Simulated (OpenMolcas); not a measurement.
Multiconfigurational calculation: Co³⁺ complex (part 2 of 2)

The same run, continued: Co³⁺ with 6 ligands (Cl and F; tetragonal octahedron, 2.37 Å), neutralised by 6 outer point charges of +0.5 e, whose field is part of the energies. Method: state-averaged CASSCF, active space 6 electrons in the shell 3d, basis ANO-RCC-VTZP on the metal and ANO-RCC-VDZP on the ligands, DKH2 scalar Hamiltonian, spin-orbit coupling by RASSI with atomic mean-field integrals (OpenMolcas).

## Log (extracts), continued
```
--- RASSI ---
SPIN-FREE ENERGIES:
  (Shifted by EMIN (a.u.) =      -3435.7292329144)

 SF State       Relative EMIN(au)   Rel lowest level(eV)    D:o, cm**(-1)

     1             0.0000000000        0.0000000000              0.0000
     2             0.0102921347        0.2800632515           2258.8625
     3             0.0102921347        0.2800632515           2258.8625
     4             0.0309207325        0.8413959962           6786.3164
     5             0.0554519772        1.5089251703          12170.3023
     6             0.0760548435        2.0695577226          16692.1087
     7             0.0800774090        2.1790173049          17574.9598
     8             0.0800774096        2.1790173209          17574.9599
     9             0.0975342347        2.6540417326          21406.2902
    10             0.0975342347        2.6540417326          21406.2902
    11             0.1027022965        2.7946718574          22540.5487
    51             0.1035622209        2.8180715936          22729.2803
    13             0.1061034682        2.8872224559          23287.0196
    12             0.1061034682        2.8872224559          23287.0196
    14             0.1166750821        3.1748907240          25607.2206
    15             0.1223181796        3.3284472296          26845.7374
    52             0.1242386938        3.3807070832          27267.2415
    16             0.1261720365        3.4333160194          27691.5612
    17             0.1261720365        3.4333160194          27691.5612
    18             0.1294480966        3.5224621547          28410.5733
    53             0.1297202715        3.5298684109          28470.3088
    54             0.1297202727        3.5298684433          28470.3090
    19             0.1340705975        3.6482468136          29425.0950
    20             0.1340705983        3.6482468340          29425.0951
    21             0.1355449516        3.6883660314          29748.6783
    22             0.1371642136        3.7324283947          30104.0652
    23             0.1514758525        4.1218679293          33245.1069
    24             0.1519088862        4.1336513772          33340.1468
    25             0.1527108839        4.1554748446          33516.1649
    55             0.1542896462        4.1984351556          33862.6632
    26             0.1550785723        4.2199029284          34035.8125
    27             0.1550785728        4.2199029420          34035.8126
    56             0.1561912648        4.2501808345          34280.0203
    57             0.1561912648        4.2501808345          34280.0203
    58             0.1577212368        4.2918134944          34615.8103
    28             0.1586370146        4.3167330773          34816.8003
    29             0.1646286307        4.4797732573          36131.8080
    30             0.1662386804        4.5235849426          36485.1731
    31             0.1662386811        4.5235849596          36485.1732
    59             0.1703379292        4.6351311847          37384.8542
Eigenvalues of complex Hamiltonian:
   -----------------------------------
  (Shifted by EMIN (a.u.) =      -3435.7292329144)

 SO State       Relative EMIN(au)   Rel lowest level(eV)    D:o, cm**(-1)

     1            -0.0005198017        0.0000000000              0.0000
     2            -0.0005166432        0.0000859459              0.6932
     3            -0.0004531528        0.0018136090             14.6277
     4            -0.0004531528        0.0018136090             14.6277
     5            -0.0004285965        0.0024818200             20.0172
     6             0.0088396034        0.2546823863           2054.1520
     7             0.0088396034        0.2546823863           2054.1520
     8             0.0092356566        0.2654595427           2141.0756
     9             0.0096450575        0.2765999094           2230.9287
    10             0.0100496334        0.2876089786           2319.7229
    11             0.0100496334        0.2876089786           2319.7229
    12             0.0105183689        0.3003639230           2422.5984
    13             0.0108416106        0.3091597786           2493.5418
    14             0.0113895914        0.3240710950           2613.8097
    15             0.0113895914        0.3240710950           2613.8097
    16             0.0308661756        0.8540559500           6888.4258
    17             0.0308827453        0.8545068334           6892.0624
    18             0.0308827453        0.8545068334           6892.0624
    19             0.0309311113        0.8558229399           6902.6775
    20             0.0309316678        0.8558380829           6902.7997
    21             0.0553096768        1.5191975033          12253.1542
    22             0.0553097491        1.5191994683          12253.1701
    23             0.0553562649        1.5204652288          12263.3791
    24             0.0553562649        1.5204652288          12263.3791
    25             0.0553714465        1.5208783427          12266.7111
    26             0.0748469073        2.0508326282          16541.0807
    27             0.0754954098        2.0684792783          16683.4105
    28             0.0754954097        2.0684792767          16683.4105
    29             0.0792912745        2.1717700211          17516.5065
    30             0.0794256898        2.1754276471          17546.0073
    31             0.0799634083        2.1900597123          17664.0228
    32             0.0800874313        2.1934345512          17691.2427
    33             0.0804996513        2.2046516278          17781.7146
    34             0.0804996518        2.2046516421          17781.7147
    35             0.0969568234        2.6524740952          21393.6464
    36             0.0970632942        2.6553713134          21417.0140
    37             0.0971730416        2.6583576915          21441.1008
    38             0.0971823398        2.6586107077          21443.1415
    39             0.0971823398        2.6586107071          21443.1415
    40             0.0974873662        2.6669108990          21510.0870
    41             0.1022771967        2.7972488273          22561.3333
Weights of the five most important spin-orbit-free states for each spin-orbit state.

 SO State  Total energy (au)           Spin-free states, spin, and weights
 -------------------------------------------------------------------------------------------------------
    1        -0.000520       1 2.0  0.9856    4 2.0  0.0064    2 2.0  0.0029    3 2.0  0.0029    7 1.0  0.0008
    2        -0.000517       1 2.0  0.9860    4 2.0  0.0065    2 2.0  0.0027    3 2.0  0.0027    7 1.0  0.0008
    3        -0.000453       1 2.0  0.9742    2 2.0  0.0153    3 2.0  0.0075    4 2.0  0.0016    8 1.0  0.0006
    4        -0.000453       1 2.0  0.9742    3 2.0  0.0153    2 2.0  0.0075    4 2.0  0.0016    7 1.0  0.0006
    5        -0.000429       1 2.0  0.9710    3 2.0  0.0139    2 2.0  0.0139   28 1.0  0.0003    7 1.0  0.0002
    6         0.008840       2 2.0  0.4939    3 2.0  0.4938    1 2.0  0.0093    4 2.0  0.0020   11 1.0  0.0003
    7         0.008840       3 2.0  0.4939    2 2.0  0.4938    1 2.0  0.0093    4 2.0  0.0020   11 1.0  0.0003
    8         0.009236       3 2.0  0.4957    2 2.0  0.4957    4 2.0  0.0056    5 2.0  0.0013   11 1.0  0.0003
    9         0.009645       3 2.0  0.4846    2 2.0  0.4846    1 2.0  0.0278    5 2.0  0.0012    7 1.0  0.0002
   10         0.010050       3 2.0  0.9533    2 2.0  0.0262    1 2.0  0.0132    4 2.0  0.0029    5 2.0  0.0022
   11         0.010050       2 2.0  0.9533    3 2.0  0.0262    1 2.0  0.0132    4 2.0  0.0029    5 2.0  0.0022
   12         0.010518       2 2.0  0.4925    3 2.0  0.4925    1 2.0  0.0051    5 2.0  0.0039    4 2.0  0.0028
```

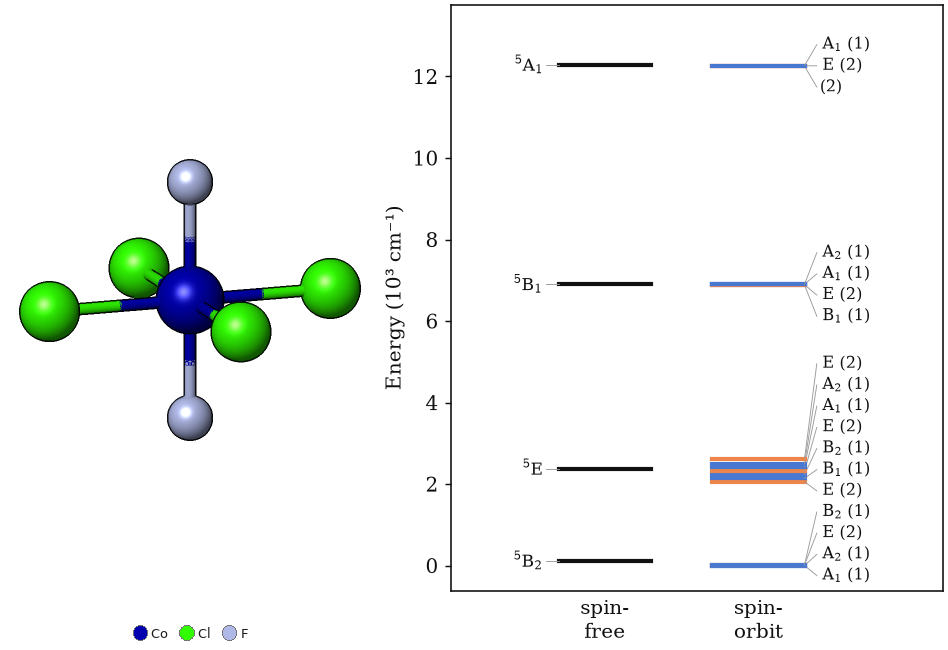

Figure 1. Co³⁺ (3d⁶) with 6 ligands, Cl⁻ with axial F⁻, at 2.37 Å (arrangement: tetragonal octahedron, D4h), axial distortion 0.81, neutralised by outer point charges of +0.5 e, and its levels. Labels give the representation in O, Td, D4 or D3 as the site allows (double group for half-integer spin) where it could be assigned and, in brackets, the degeneracy; spin-free states, where drawn, share the zero of the spin-orbit levels. The ground level is A₁, non-degenerate, 100 % from states of spin multiplicity 5. The next level lies only 0.69 cm⁻¹ higher, so the two form a quasi-doublet; the first real gap is 15 cm⁻¹. The lowest spin-free state is ⁵B₂; of the same spin there follow at 2,260 cm⁻¹ (⁵E), 6,790 cm⁻¹ (⁵B₁) and 12,200 cm⁻¹ (⁵A₁) above it. The active orbitals hold 89 to 98 % metal character (Löwdin), and the Mulliken charge of the metal is +1.86.

## Results in brief

```tsv
quantity	value
outcome	converged
energy of the lowest spin-free term	−3435.72923 hartree
energy of the lowest spin-orbit level	−3435.72975 hartree
largest spread among components of a term	0.0 cm⁻¹
hardware	1 thread of Arm Neoverse V1, 24 GiB of memory available, shared host
wall time	70 s
peak memory	0.2 GiB
```

## Remarks

Without dynamic correlation the splittings between terms come out too large, often by 20 to 50 %. To bear in mind: small active space favours high spin, ground spin may be wrong; distances are set from ionic radii, not optimised.
